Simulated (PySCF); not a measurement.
# CHF (SMILES [CH]F) at CCSDT(Q)/STO-3G

Aim: the energy change on altering one bond length of CHF at CCSDT(Q)/STO-3G, from 2 runs. Input form: a Python script.

The results are computed with PySCF 2.14.0.

22 further runs of the same task are left out: 10 that didn't finish, 12 set aside as unsound or not needed.

**1. The system as given**

CHF has 3 atoms, charge 0, and is taken as a singlet. As SMILES, `[CH]F`. The shape is that of a GFN2-xTB optimisation.

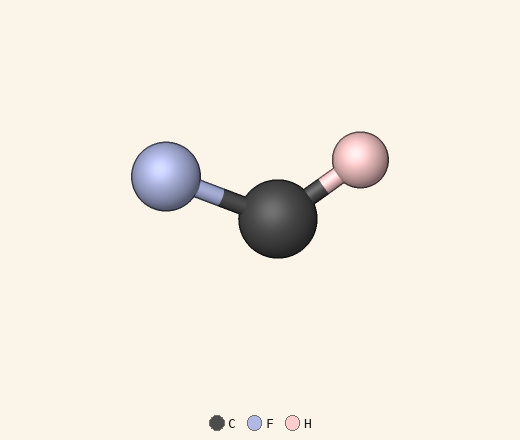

The structure, seen from a chosen angle (carbon dark grey, fluorine light blue, hydrogen pink).

**2. The energy at CCSDT(Q)/STO-3G**

input.py reads:

```python
# [CH]F
from pyscf import gto, cc

molecule = gto.M(
    atom=[
    ('C', (-0.128130, -0.359190, -0.106370)),
    ('F', (0.969610, -0.011280, 0.530170)),
    ('H', (-0.841470, 0.370470, -0.423800)),
],
    verbose=3,
    basis='sto-3g',
    max_memory=1860,
    spin=0,
    charge=0,
)

hf = molecule.RHF()
hf.conv_tol = 1e-10
hf.kernel()
if not hf.converged:
    hf = hf.newton().run(hf.mo_coeff, hf.mo_occ)

mycc = cc.CCSDT(hf, frozen=2)
mycc.kernel()
e_bracket, e_q = mycc.ccsdt_q()
e_final = mycc.e_tot + e_q
print(f'total energy: {e_final:.8f} hartree')
```

The run is started by

```console
$ OMP_NUM_THREADS=1 python input.py
```

Standard output:

```text
converged SCF energy = -135.858590763097
_make_eris_incore_RCCSDT

WARN: A large `blksize` is being used, which may cause large memory consumption
      for storing contraction intermediates. If memory is sufficient, consider using
      `pyscf.cc.rccsdt_highm.RCCSDT` instead.

WARN: A large `blksize_oovv` is being used, which may cause large memory consumption
      for storing contraction intermediates. If memory is sufficient, consider using
      `pyscf.cc.rccsdt_highm.RCCSDT` instead.

WARN: A large `blksize_oooo` is being used, which may cause large memory consumption
      for storing contraction intermediates. If memory is sufficient, consider using
      `pyscf.cc.rccsdt_highm.RCCSDT` instead.

RCCSDT converged
E(RCCSDT) = -135.9498459987697   E_corr = -0.09125523567265437
E_corr(same-spin) = -0.0132372005271901
E_corr(oppo-spin) = -0.0780180351454643
_make_eris_incore_RCCSDT
total energy: -135.94995265 hartree
```

Wall time 1.4 s (1 thread of Arm Neoverse V1, shared host); peak memory 0.12 GiB.

**3. The distorted shape, same level**

input.py reads:

```python
from pyscf import gto, cc

mol = gto.Mole()
mol.atom = '''
C       -0.677034      -0.533156      -0.424660
F        0.969610      -0.011280       0.530170
H       -1.390374       0.196504      -0.742090
'''
mol.basis = 'sto-3g'
mol.verbose = 3
mol.max_memory = 1860
mol.spin = 0
mol.build()

calc0 = mol.RHF()
calc0.conv_tol = 1e-10
calc0.kernel()
if not calc0.converged:
    calc0 = calc0.newton().run(calc0.mo_coeff, calc0.mo_occ)

mycc = cc.CCSDT(calc0, frozen=2)
mycc.kernel()
e_bracket, e_q = mycc.ccsdt_q()
e_final = mycc.e_tot + e_q
print('E(%s) = %.9f' % ('CCSDT(Q)', e_final))
```

The run is started by

```console
$ OMP_NUM_THREADS=1 python input.py
```

Standard output:

```text
converged SCF energy = -135.664099495595
_make_eris_incore_RCCSDT

WARN: A large `blksize` is being used, which may cause large memory consumption
      for storing contraction intermediates. If memory is sufficient, consider using
      `pyscf.cc.rccsdt_highm.RCCSDT` instead.

WARN: A large `blksize_oovv` is being used, which may cause large memory consumption
      for storing contraction intermediates. If memory is sufficient, consider using
      `pyscf.cc.rccsdt_highm.RCCSDT` instead.

WARN: A large `blksize_oooo` is being used, which may cause large memory consumption
      for storing contraction intermediates. If memory is sufficient, consider using
      `pyscf.cc.rccsdt_highm.RCCSDT` instead.

RCCSDT converged
E(RCCSDT) = -135.8315589821628   E_corr = -0.1674594865675294
E_corr(same-spin) = -0.0082487834907396
E_corr(oppo-spin) = -0.15921070307679
_make_eris_incore_RCCSDT
E(CCSDT(Q)) = -135.833576312
```

Wall time 1.6 s (1 thread of Arm Neoverse V1, shared host); peak memory 0.12 GiB.

**4. Results**

Level: CCSDT(Q)/STO-3G, 2 core orbitals frozen.

```
                                                         quantity          value
                                        first shape: total energy  -135.94995 Eh
                first shape: dipole moment (Hartree–Fock density)         1.51 D
                 first shape: HOMO energy (Hartree–Fock orbitals)       -7.40 eV
                 first shape: LUMO energy (Hartree–Fock orbitals)        6.64 eV
               first shape: HOMO–LUMO gap (Hartree–Fock orbitals)       14.04 eV
         first shape: correlation energy (2 core orbitals frozen)      -91.4 mEh
                                       first shape: T1 diagnostic          0.024
                                    distorted shape: total energy  -135.83358 Eh
            distorted shape: dipole moment (Hartree–Fock density)         2.02 D
             distorted shape: HOMO energy (Hartree–Fock orbitals)       -7.66 eV
             distorted shape: LUMO energy (Hartree–Fock orbitals)        5.24 eV
           distorted shape: HOMO–LUMO gap (Hartree–Fock orbitals)       12.90 eV
     distorted shape: correlation energy (2 core orbitals frozen)     -169.5 mEh
                                   distorted shape: T1 diagnostic          0.059
energy change with the C1–F2 bond stretched from 1.316 to 1.974 Å       3.167 eV
```

What this shows: With the C1–F2 bond stretched from 1.316 to 1.974 Å the energy rises by 3.17 eV (306 kJ/mol). The first shape isn't relaxed at this level, so the change isn't measured from a minimum. The minimal basis adds a large error of its own. The T1 diagnostic (first shape) of 0.024 is above the customary mark for such species, so a single reference may not serve. The T1 diagnostic (distorted shape) of 0.059 is above the customary mark for such species, so a single reference may not serve. Mulliken charges (distorted shape) of the mean-field density run from -0.13 on F2 to +0.08 on C1; they depend strongly on the basis.
